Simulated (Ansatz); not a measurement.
# Geometry relaxation, with input and output: BSiNH$_{5}$OF (part 1 of 2)

BSiNH$_{5}$OF, SMILES NB(O)[SiH2]F, computed with RKS PBE-D4/6-31G* (Ansatz 0.2.0).

It belongs to a series of runs on one base structure; here: end point A relaxed. Figures and captions count atoms from 1; the log counts them from 0 in places.

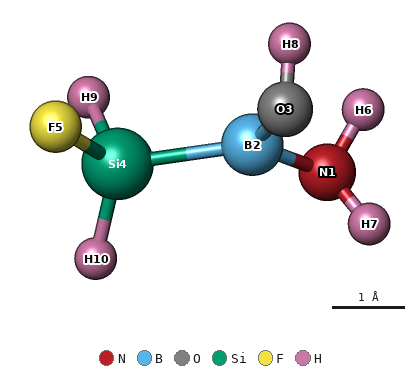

Figure 1. The structure as given in the input (ball-and-stick view, seen at a tilt; atoms are numbered from 1 in the order of the input).

Key numbers

- outcome: converged
- total energy: −14880.4880 eV
- mean-field energy: −14880.3072 eV
- largest force (length of the vector) at the end: 0.011 eV/Å
- hardware: 1 thread of Intel Xeon (Sapphire Rapids), 64 GiB of memory available, shared host
- wall time: 55 s
- peak memory: 0.18 GiB

Input
```yaml
crystal:
  periodic: [false, false, false]
  atoms:
    - { symbol: "N", position_ang: [0.9589, -0.7415, 1.2572] }
    - { symbol: B, position_ang: [0.118, -0.4308, -0.0275] }
    - { symbol: O, position_ang: [-0.324, -1.5355, -0.8971] }
    - { symbol: Si, position_ang: [-0.2495, 1.4057, -0.522] }
    - { symbol: F, position_ang: [-1.187, 1.3859, -1.9833] }
    - { symbol: H, position_ang: [0.335, -1.3255, 1.831] }
    - { symbol: H, position_ang: [1.7982, -1.2164, 0.9713] }
    - { symbol: H, position_ang: [-1.1442, -1.7827, -0.5476] }
    - { symbol: H, position_ang: [-1.1385, 2.017, 0.5845] }
    - { symbol: H, position_ang: [0.9161, 2.1724, -0.6636] }
basis:
  gaussian: { orbitals: "6-31G*" }
hamiltonian:
  xc: pbe
  dispersion: d4
relax:
  f_tol: 0.015
  max_steps: 40
```

Command:
```bash
ansatz run input.yaml --threads 1 --pin off --max-ram 2048MiB --backend cpu --events-out ev --progress --plain --runs-dir out
```

Output
```
The last accepted step is kept in [file] (removed where the run ends without a failure and the disk answers)
Engine: ansatz 0.2.0, x86_64-unknown-linux-gnu
Functional definition: PBE
  parameter kappa = 0.804
  parameter beta = 0.06672455060314922
  exchange = pbe_x(kappa = kappa, mu = beta*pi^2/3)
  correlation = pbe_c(beta = beta)
1014 factors; their error is unknown
mean field evaluation 1: about -14867.6010 eV, gradient 7.7e1 eV
mean field evaluation 2: about -14809.9252 eV, gradient 1.6e2 eV
mean field evaluation 4: about -14877.8847 eV, gradient 1.0e1 eV
mean field evaluation 8: about -14878.0974 eV, gradient 1.5e-1 eV
mean field evaluation 16: about -14878.0225 eV, gradient 4.7e-4 eV
mean field -14878.02252461 eV, -546.7572430935 hartree, gradient 3.2e-5 eV, S^2 0.000000; 0 other end points of the search recorded, 0 dependent functions left out
the calculation of the forces begins
reference -14878.02255993 eV, -546.7572443915 hartree; 24, 24 occupied and 65, 65 virtual orbitals, 1014 factors
relax step   1: F+E_penalty+E_count = -14878.20108279 eV  Δ(F+E_penalty+E_count) = +0.000e0 eV  max|allowed force component| = 3.701e0 eV/Å  Δτ_max = 0.0000 Å  (29 SCF iters, accepted)
these checks for a lower state are left out or cut short: starts, cluster_reference, orbital_swaps, neighbouring_geometries, increment
1014 factors; their error is unknown
mean field -14878.58409486 eV, -546.7778804197 hartree, gradient 7.3e-6 eV, S^2 0.000000; 0 other end points of the search recorded, 0 dependent functions left out
[... from here on the field's lines of each further geometry are left out, up to the last ...]
relax step   2: F+E_penalty+E_count = -14878.76160419 eV  Δ(F+E_penalty+E_count) = -5.605e-1 eV  max|allowed force component| = 1.630e0 eV/Å  Δτ_max = 0.1129 Å  (30 SCF iters, accepted)
relax step   3: F+E_penalty+E_count = -14879.00559361 eV  Δ(F+E_penalty+E_count) = -2.440e-1 eV  max|allowed force component| = 1.522e0 eV/Å  Δτ_max = 0.1951 Å  (35 SCF iters, accepted)
relax step   4: F+E_penalty+E_count = -14879.21643109 eV  Δ(F+E_penalty+E_count) = -2.108e-1 eV  max|allowed force component| = 1.989e0 eV/Å  Δτ_max = 0.1968 Å  (35 SCF iters, accepted)
relax step   5: F+E_penalty+E_count = -14879.54880382 eV  Δ(F+E_penalty+E_count) = -3.324e-1 eV  max|allowed force component| = 2.521e0 eV/Å  Δτ_max = 0.1904 Å  (36 SCF iters, accepted)
relax step   6: F+E_penalty+E_count = -14880.00078351 eV  Δ(F+E_penalty+E_count) = -4.520e-1 eV  max|allowed force component| = 1.693e0 eV/Å  Δτ_max = 0.1999 Å  (36 SCF iters, accepted)
relax step   7: F+E_penalty+E_count = -14880.19525792 eV  Δ(F+E_penalty+E_count) = -1.945e-1 eV  max|allowed force component| = 1.142e0 eV/Å  Δτ_max = 0.2000 Å  (36 SCF iters, accepted)
relax step   8: F+E_penalty+E_count = -14880.33734571 eV  Δ(F+E_penalty+E_count) = -1.421e-1 eV  max|allowed force component| = 1.291e0 eV/Å  Δτ_max = 0.1947 Å  (35 SCF iters, accepted)
relax step   9: F+E_penalty+E_count = -14880.43915730 eV  Δ(F+E_penalty+E_count) = -1.018e-1 eV  max|allowed force component| = 2.900e-1 eV/Å  Δτ_max = 0.2000 Å  (35 SCF iters, accepted)
relax step  10: F+E_penalty+E_count = -14880.41174259 eV  Δ(F+E_penalty+E_count) = +2.741e-2 eV  max|allowed force component| = 3.743e-1 eV/Å  Δτ_max = 0.1406 Å  (28 SCF iters, rejected (line search))
relax step  11: F+E_penalty+E_count = -14880.44995542 eV  Δ(F+E_penalty+E_count) = -1.080e-2 eV  max|allowed force component| = 2.238e-1 eV/Å  Δτ_max = 0.0702 Å  (28 SCF iters, accepted)
relax step  12: F+E_penalty+E_count = -14880.45401215 eV  Δ(F+E_penalty+E_count) = -4.057e-3 eV  max|allowed force component| = 1.097e-1 eV/Å  Δτ_max = 0.0748 Å  (28 SCF iters, accepted)
relax step  13: F+E_penalty+E_count = -14880.45663227 eV  Δ(F+E_penalty+E_count) = -2.620e-3 eV  max|allowed force component| = 8.690e-2 eV/Å  Δτ_max = 0.0405 Å  (28 SCF iters, accepted)
relax step  14: F+E_penalty+E_count = -14880.46111319 eV  Δ(F+E_penalty+E_count) = -4.481e-3 eV  max|allowed force component| = 1.607e-1 eV/Å  Δτ_max = 0.1055 Å  (28 SCF iters, accepted)
relax step  15: F+E_penalty+E_count = -14880.46714036 eV  Δ(F+E_penalty+E_count) = -6.027e-3 eV  max|allowed force component| = 3.341e-1 eV/Å  Δτ_max = 0.1966 Å  (28 SCF iters, accepted)
relax step  16: F+E_penalty+E_count = -14880.47603515 eV  Δ(F+E_penalty+E_count) = -8.895e-3 eV  max|allowed force component| = 2.873e-1 eV/Å  Δτ_max = 0.0719 Å  (29 SCF iters, accepted)
relax step  17: F+E_penalty+E_count = -14880.48456745 eV  Δ(F+E_penalty+E_count) = -8.532e-3 eV  max|allowed force component| = 1.137e-1 eV/Å  Δτ_max = 0.0734 Å  (30 SCF iters, accepted)
relax step  18: F+E_penalty+E_count = -14880.48721153 eV  Δ(F+E_penalty+E_count) = -2.644e-3 eV  max|allowed force component| = 3.684e-2 eV/Å  Δτ_max = 0.0465 Å  (31 SCF iters, accepted)
relax step  19: F+E_penalty+E_count = -14880.48779924 eV  Δ(F+E_penalty+E_count) = -5.877e-4 eV  max|allowed force component| = 2.527e-2 eV/Å  Δτ_max = 0.0425 Å  (30 SCF iters, accepted)
relax step  20: F+E_penalty+E_count = -14880.48789372 eV  Δ(F+E_penalty+E_count) = -9.449e-5 eV  max|allowed force component| = 1.581e-2 eV/Å  Δτ_max = 0.0132 Å  (31 SCF iters, accepted)
the calculation of the forces begins
reference -14880.30715203 eV, -546.8412016027 hartree; 24, 24 occupied and 65, 65 virtual orbitals, 1014 factors
relax step  21: F+E_penalty+E_count = -14880.48791861 eV  Δ(F+E_penalty+E_count) = -2.489e-5 eV  max|allowed force component| = 8.403e-3 eV/Å  Δτ_max = 0.0054 Å  (24 SCF iters, accepted)
```

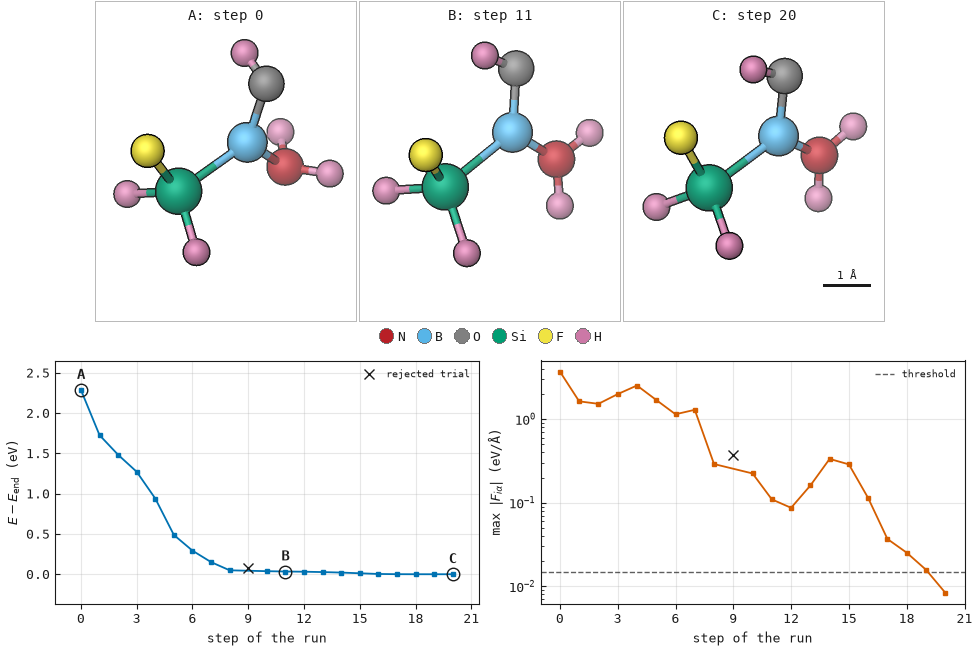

Figure 2. Frames of the relaxation (ball-and-stick view, seen at a tilt) above the curves, on which the letters mark them (the first geometry is step 0 here and step 1 in the log).

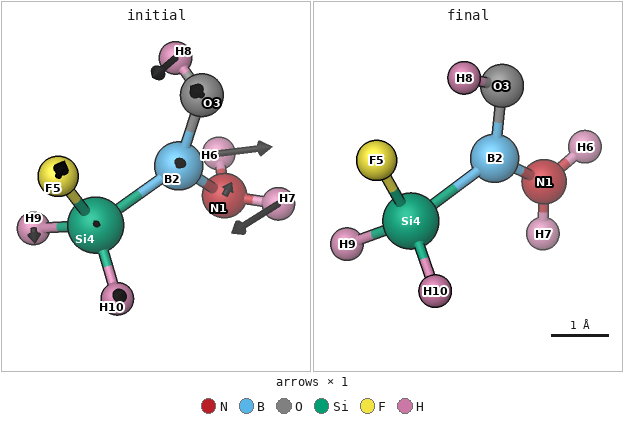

Figure 3. Before (left) and after (right) the relaxation, at one scale (ball-and-stick view, seen at a tilt). The black arrows give the displacements, at true length. The energy falls by 2.287 eV in 20 geometry steps. Largest force component: 3.7 eV/Å at the start, 0.0084 eV/Å at the end. The line search rejected the trial step at point 9 (counted from 0) and went back. H7 moves most after the best rigid fit: 1.22 Å. By element the largest moves are H 1.22 Å, O 0.44 Å, F 0.43 Å, N 0.28 Å, B 0.24 Å, Si 0.11 Å. Distances before and after: N1–B2 1.567 → 1.410 Å, Si4–H10 1.402 → 1.507 Å, B2–Si4 1.937 → 2.031 Å, B2–O3 1.474 → 1.386 Å. Among the angles that change: B2–N1–H6 104.1° → 121.7°, B2–N1–H7 108.0° → 124.3°, B2–Si4–H9 107.5° → 116.4°. (Atoms are counted from 1 in the order of the input.)

```
1014 factors; their error is unknown
mean field -14880.30711957 eV, -546.8412004098 hartree, gradient 8.3e-6 eV, S^2 0.000000; 1 other end points of the search recorded, 0 dependent functions left out
the calculation of the forces begins
reference -14880.30715203 eV, -546.8412016027 hartree; 24, 24 occupied and 65, 65 virtual orbitals, 1014 factors
Total energy: -14880.48795107 eV, -546.8478458449 hartree
Atom 0 at     0.940876    -0.992119     1.181763 Å, force    -0.005724     0.000316    -0.007987 eV/Å
Atom 1 at     0.070428    -0.600469     0.143925 Å, force    -0.005431     0.001508     0.005536 eV/Å
Atom 2 at    -0.637465    -1.578522    -0.536832 Å, force    -0.000187     0.002006    -0.004267 eV/Å
Atom 3 at    -0.275580     1.299599    -0.483407 Å, force    -0.001326    -0.001888    -0.006479 eV/Å
Atom 4 at    -1.367085     1.033843    -1.699055 Å, force     0.006530     0.001085     0.008403 eV/Å
Atom 5 at     1.060825    -1.971278     1.440715 Å, force     0.000938     0.000192     0.000370 eV/Å
Atom 6 at     1.497922    -0.348224     1.733773 Å, force     0.003113     0.002037     0.003032 eV/Å
Atom 7 at    -1.194112    -1.157565    -1.222893 Å, force     0.001410    -0.005412     0.002074 eV/Å
Atom 8 at    -0.914103     2.229169     0.515628 Å, force     0.000539    -0.001739     0.000265 eV/Å
Atom 9 at     0.901295     2.034166    -1.070716 Å, force     0.000138     0.001896    -0.000946 eV/Å
Dipole moment:     0.306315    -0.050657     0.355266 e Å
```

Trajectory as extended XYZ (Å, eV, eV/Å), 21 frames, from step=1 to step=21
```
10
Properties=species:S:1:pos:R:3:forces:R:3 step=1 energy=-14878.20108
N     0.9589   -0.7415    1.2572   -2.3818   1.8606  -1.6020
B     0.1180   -0.4308   -0.0275    1.3186  -3.3045   0.3903
O    -0.3240   -1.5355   -0.8971    3.0641   2.7021   0.5930
Si   -0.2495    1.4057   -0.5220   -3.7013  -0.0369  -1.4105
F    -1.1870    1.3859   -1.9833    1.3439   0.2474   1.9110
H     0.3350   -1.3255    1.8310    0.5717  -0.4483   0.0833
H     1.7982   -1.2164    0.9713    0.5945  -0.8925   0.0292
H    -1.1442   -1.7827   -0.5476   -2.8711  -1.2466   0.7819
H    -1.1385    2.0170    0.5845    0.3607  -0.1370  -0.4332
H     0.9161    2.1724   -0.6636    1.7007   1.2558  -0.3431
10
Properties=species:S:1:pos:R:3:forces:R:3 step=2 energy=-14878.76160
N     0.9188   -0.7149    1.2342   -1.0391   0.6962  -1.0258
B     0.1451   -0.4957   -0.0542    0.3267  -1.6298   0.2822
O    -0.3182   -1.5920   -0.8562    0.6722   1.2963   0.9180
Si   -0.2701    1.3925   -0.5260   -1.5239   0.3337  -1.3725
F    -1.1646    1.4951   -1.9658    0.8325  -0.0834   1.2873
H     0.3590   -1.3609    1.8131    0.3728  -0.2583  -0.0548
H     1.8036   -1.1721    0.9980    0.2070  -0.2372   0.1831
H    -1.1899   -1.8495   -0.5243   -0.5552  -0.4007  -0.1140
H    -1.1272    2.0207    0.5548    0.0902  -0.1211  -0.0346
H     0.9265    2.2252   -0.6708    0.6168   0.4043  -0.0689
10
Properties=species:S:1:pos:R:3:forces:R:3 step=3 energy=-14879.00559
N     0.8455   -0.6876    1.2347    0.2943  -1.3675   0.4659
B     0.0876   -0.5438   -0.0130    0.4985   0.5416  -0.2912
O    -0.3383   -1.6140   -0.7808   -1.5223  -0.5722   0.7461
Si   -0.2694    1.3984   -0.5466    0.1616  -0.0496  -0.2593
F    -1.1154    1.5141   -1.9503    0.0489   0.0077   0.0736
H     0.4473   -1.5212    1.7644    0.5876   0.6570  -0.6317
H     1.8373   -0.9813    1.0211   -0.7769   0.5860   0.3056
H    -1.2835   -1.8741   -0.5728    0.9431   0.2169  -0.6017
H    -1.1068    2.0041    0.5384   -0.0990   0.1351   0.1140
H     0.9786    2.2538   -0.6923   -0.1357  -0.1552   0.0786
10
Properties=species:S:1:pos:R:3:forces:R:3 step=4 energy=-14879.21643
N     0.8107   -0.6975    1.2558    1.1248  -1.9893  -0.0550
B     0.1085   -0.5708   -0.0220   -0.1118   0.5172  -0.0401
O    -0.3796   -1.6729   -0.7107   -1.7003  -0.4784   0.8617
Si   -0.2659    1.3783   -0.5589    0.4082  -0.0453   0.1379
F    -1.0979    1.5170   -1.9555   -0.1260  -0.0199  -0.2229
H     0.5326   -1.6409    1.6910    0.5398   1.1243  -0.6726
H     1.8640   -0.7986    1.0889   -1.3421   0.6509   0.5115
H    -1.3790   -1.8001   -0.6272    1.3804   0.3512  -0.5929
H    -1.0988    2.0064    0.5271   -0.0526   0.0260   0.0166
H     0.9884    2.2276   -0.6856   -0.1203  -0.1368   0.0559
10
Properties=species:S:1:pos:R:3:forces:R:3 step=5 energy=-14879.54880
N     0.8053   -0.7389    1.2617    1.6699  -1.4888  -0.5809
B     0.0797   -0.5920    0.0030    0.0270   0.1295   0.1305
O    -0.4329   -1.7395   -0.6006   -2.5207   0.1320   0.5843
Si   -0.2530    1.3553   -0.5619   -0.0100  -0.0574   0.1862
F    -1.0811    1.5022   -1.9658   -0.0226  -0.0671  -0.1230
H     0.6455   -1.7285    1.6290    0.4425   1.1417  -0.4948
H     1.8721   -0.6170    1.1458   -1.8549   0.2148   0.5733
H    -1.4562   -1.6897   -0.7458    2.2497   0.1052  -0.2592
H    -1.0942    2.0005    0.5148    0.0091   0.0057  -0.0460
H     0.9978    2.1961   -0.6774    0.0099  -0.1156   0.0296
```
